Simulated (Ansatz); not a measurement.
# USVWN5/3-21G run of HS (SMILES [SH])

Aim: the electronic atomisation energy of HS at USVWN5/3-21G, from 3 runs. 

The calculation is run with Ansatz 0.2.0.

## Step 1: The molecule

The species is HS (2 atoms), typed as a doublet with charge 0. As SMILES, `[SH]`. The coordinates come from a PBE0-D4/def2-TZVP relaxation.

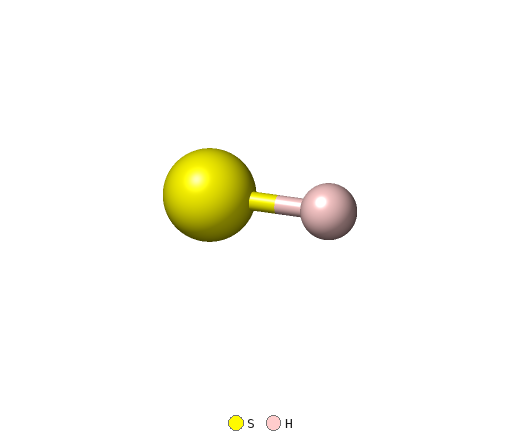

Viewed from a chosen angle; sulfur yellow, hydrogen pink.

## Step 2: The energy at USVWN5/3-21G

run.yaml reads:

```yaml
crystal:
  periodic: [false, false, false]
  atoms:
    - {symbol: S, position_ang: [0.574560, -0.187810, 0.295460]}
    - {symbol: H, position_ang: [-0.574560, 0.187810, -0.295460]}
basis:
  gaussian: {orbitals: 3-21G.json}
magnetization: {spin_polarized: true, initial_magnetization: 1}
hamiltonian: {xc: {name: SVWN5}}
accuracy: high
```

The basis set 3-21G is read from a file made from the Basis Set Exchange's data (not shown).

Command:

```console
$ ansatz run run.yaml --threads 1 --pin off --max-ram 3480MiB --events-out events.jsonl --progress --plain --runs-dir runs
```

Output:

```text
Warning: RAYON_NUM_THREADS=1 ignored (pool sized by the plan → 1); use --threads N
Functional definition: SVWN5
  name "SVWN5"
  exchange = slater_x
  correlation = vwn5_c
269 factors; integrals over basis functions are off by at most 3.6e-9 eV
mean field evaluation 1: about -10758.3234 eV, gradient 6.1e0 eV
mean field evaluation 2: about -10758.2737 eV, gradient 7.0e0 eV
mean field evaluation 4: about -10758.5754 eV, gradient 9.1e-1 eV
mean field evaluation 8: about -10758.5743 eV, gradient 9.6e-1 eV
mean field evaluation 16: about -10758.5782 eV, gradient 1.1e-8 eV
mean field -10758.57824698 eV, -395.3704581502 hartree, gradient 1.1e-8 eV, S^2 0.750565; 1 other end points of the search recorded, 0 dependent functions left out
reference -10758.57824848 eV, -395.3704582052 hartree; 9, 8 occupied and 6, 7 virtual orbitals, 269 factors
Total energy: -10758.57824848 eV, -395.3704582052 hartree
```

It took 0.56 s on 1 thread of Arm Neoverse V1, shared host.

## Step 3: The H atom

molecule.yaml reads:

```yaml
crystal:
  periodic: [false, false, false]
  atoms:
    - {symbol: H, position_ang: [0.000000, 0.000000, 0.000000]}
basis:
  gaussian:
    orbitals: 3-21G.json
total_charge: 0
magnetization:
  spin_polarized: true
  initial_magnetization: 1
hamiltonian:
  xc: {name: SVWN5}
accuracy: high
```

The basis set 3-21G is read from a file made from the Basis Set Exchange's data (not shown).

Command:

```console
$ ansatz run molecule.yaml --threads 1 --pin off --max-ram 3480MiB --events-out events.jsonl --progress --plain --runs-dir runs
```

Output:

```text
Warning: RAYON_NUM_THREADS=1 ignored (pool sized by the plan → 1); use --threads N
[... 4 set-up lines as earlier in the session ...]
3 factors; integrals over basis functions are off by at most 1.3e-8 eV
mean field evaluation 1: about -12.8682 eV, gradient 1.3e-1 eV
mean field evaluation 2: about -12.8677 eV, gradient 1.5e-1 eV
mean field evaluation 4: about -12.8678 eV, gradient 1.1e-6 eV
mean field evaluation 8: about -12.8678 eV, gradient 6.7e-10 eV
mean field -12.86784055 eV, -0.4728844180 hartree, gradient 1.1e-8 eV, S^2 0.750000; 0 other end points of the search recorded, 0 dependent functions left out
reference -12.86784129 eV, -0.4728844453 hartree; 1, 0 occupied and 1, 2 virtual orbitals, 3 factors
Total energy: -12.86784129 eV, -0.4728844453 hartree
```

It took 0.08 s on 1 thread of Arm Neoverse V1, shared host.

## Step 4: The S atom at the same level

in.yaml reads:

```yaml
crystal:
  periodic: [false, false, false]
  atoms:
    - {symbol: S, position_ang: [0.000000, 0.000000, 0.000000]}
basis:
  gaussian:
    orbitals: 3-21G.json
hamiltonian:
  xc: {name: SVWN5}
accuracy: high
magnetization:
  spin_polarized: true
  initial_magnetization: 2
```

The basis set 3-21G is read from a file made from the Basis Set Exchange's data (not shown).

Run the same way, it converges to -394.75666 Eh (log not shown).

## Step 5: What came out

At USVWN5/3-21G:

| quantity | value |
| --- | --- |
| molecule: total energy | -395.37046 Eh |
| molecule: ⟨S²⟩ | 0.751 |
| H atom: total energy | -0.47288 Eh |
| H atom: ⟨S²⟩ | 0.750 |
| S atom: total energy | -394.75666 Eh |
| S atom: ⟨S²⟩ | 2.000 |
| electronic atomisation energy | 3.834 eV |

In words: Taking the molecule apart into free atoms costs 3.83 eV (88 kcal/mol), before zero-point energy and without spin-orbit coupling.
